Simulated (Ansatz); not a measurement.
```yaml
atoms:
  - { symbol: F, position_ang: [-0.3905, -2.7983, 1.7649] }
  - { symbol: F, position_ang: [1.1619, -2.4496, -0.7825] }
  - { symbol: Ga, position_ang: [0.3428, -1.7577, 0.5931] }
  - { symbol: N, position_ang: [1.0431, 0.7699, -0.2799] }
  - { symbol: O, position_ang: [0.4180, 0.0109, 0.7358] }
  - { symbol: H, position_ang: [1.7272, 0.1807, -0.7613] }
  - { symbol: H, position_ang: [0.3170, 0.9717, -0.9708] }
```

Geometry: PBE0-D3(BJ)/def2-SVP.

Computed with isolated molecule in a Gaussian basis; Kohn-Sham density functional theory, functional PBE0 (Ansatz 0.2.0).

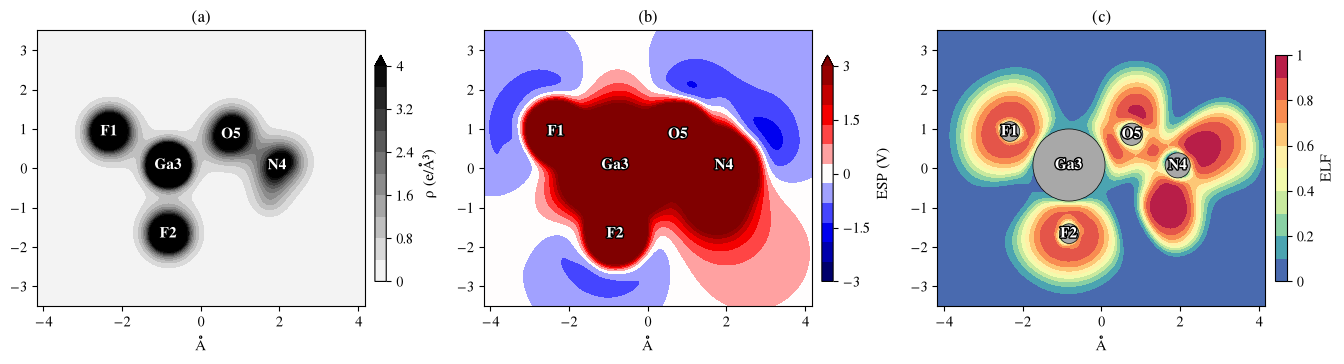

F$_{2}$GaH$_{2}$NO (SMILES N[O][Ga]([F])[F]). (a) total electron density; (b) electrostatic potential; (c) electron localisation function on the plane of atoms F2, Ga3 and O5. Grey discs cover the atomic cores in the ELF map.

Q: What does the map show?

A: The section cuts through F, Ga, N and O sites. N–O (1.41 Å): ρ is about 2.1 e/Å³ halfway; the ELF peaks at about 0.85 between the atoms (a shared electron pair). Ga–F (1.73 Å): the density is about 0.96 e/Å³ at the midpoint; the ELF peaks at about 0.80 in the valence shell of F, 0.5 Å from its nucleus, and is about 0.20 at the midpoint. Ga–O (1.78 Å): ρ is about 0.96 e/Å³ halfway; the ELF peaks at about 0.85 in the valence shell of O, 0.6 Å from its nucleus, and is about 0.25 at the midpoint. The ELF also peaks beside F2, N4, F1 and O5, away from the bonds: lone-pair regions. Outside the dense part of the molecule the potential is most negative (−1.6 V) near N4.
